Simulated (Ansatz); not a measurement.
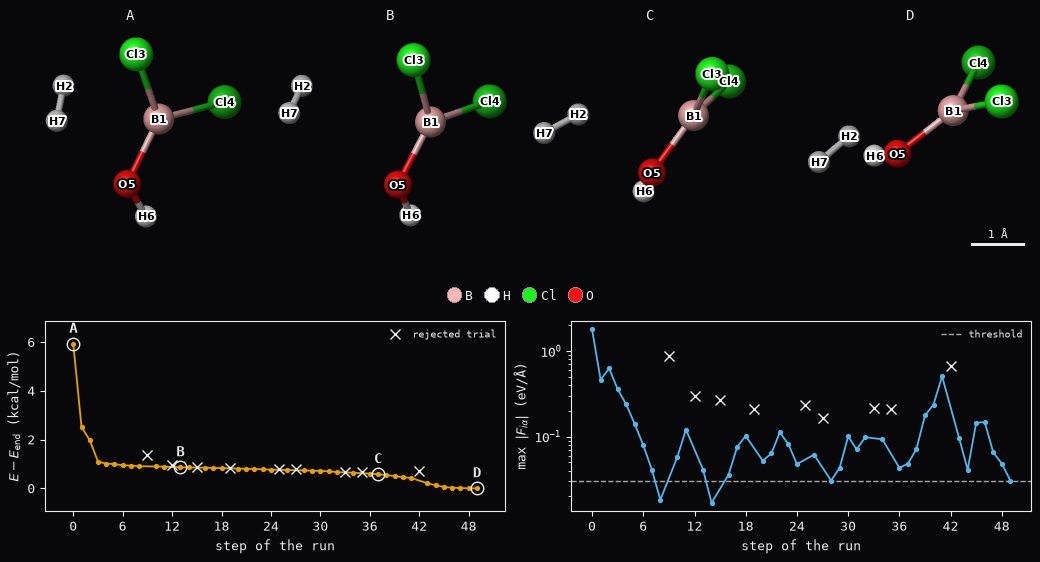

Frames of a relaxation of BH3OCl2, marked on the history of the run. Style: ball-and-stick. Shown at a tilt.

The run prepares an end point of a later path (reaction) calculation, from a guessed geometry.

Theory: RKS PBE0/def2-SVP in Ansatz.

Input
```yaml
crystal:
  periodic: [false, false, false]
  atoms:
    - { symbol: B, position_ang: [0.068078, -0.574093, -0.458855] }
    - { symbol: H, position_ang: [-0.016505, 0.137933, 1.831001] }
    - { symbol: Cl, position_ang: [1.538218, 0.326211, -0.747753] }
    - { symbol: Cl, position_ang: [-1.494954, 0.131103, -0.87247] }
    - { symbol: O, position_ang: [0.161497, -1.855864, 0.018178] }
    - { symbol: H, position_ang: [-0.702196, -2.279805, 0.079775] }
    - { symbol: H, position_ang: [0.080263, -0.572984, 1.829325] }
basis:
  gaussian: { orbitals: def2-SVP }
hamiltonian:
  xc: pbe0
relax:
  f_tol: 0.03
  max_steps: 50
output:
  orbitals: {}
```

Command:
```bash
ansatz run input.yaml --threads 1 --pin off --max-ram 2048MiB --backend cpu --events-out ev --progress --plain --runs-dir out
```

### What happens along the run?

The relaxation stopped without meeting its thresholds, so the last structure isn't shown to be converged. It used up its limit of 50 steps. The largest move after the best rigid fit is that of Cl3, 2.00 Å. Largest moves by element: Cl 2.00 Å, H 1.52 Å, O 0.69 Å, B 0.55 Å. Among the contacts that change: H2–H7 0.717 → 0.762 Å, B1–O5 1.371 → 1.336 Å, B1–Cl4 1.764 → 1.771 Å. Over 40 accepted moves (49 points after the start) the energy falls by 5.93 kcal/mol. The largest force component goes from 1.8 to 0.031 eV/Å. The line search rejected the trial steps at points 9, 12, 15, 19, 25, 27, 33, 35 and more of the run. The forces were under the threshold at step 8, but the run went on from there. The run took 2 min on 1 thread of Arm Neoverse V2, on a shared host, peak memory 0.15 GiB. From step 0 to 13: H2 moves most (0.70 Å), energy −5.07 kcal/mol. From step 13 to 37: Cl3 moves most (1.02 Å), energy −0.28 kcal/mol. From step 37 to 49: Cl and H atoms move most (0.87 Å), energy −0.58 kcal/mol.

Limits of the set-up: the start holds two separate molecules, 2.2 Å apart at their closest, whose relative position is a soft coordinate and is computed without a dispersion correction.
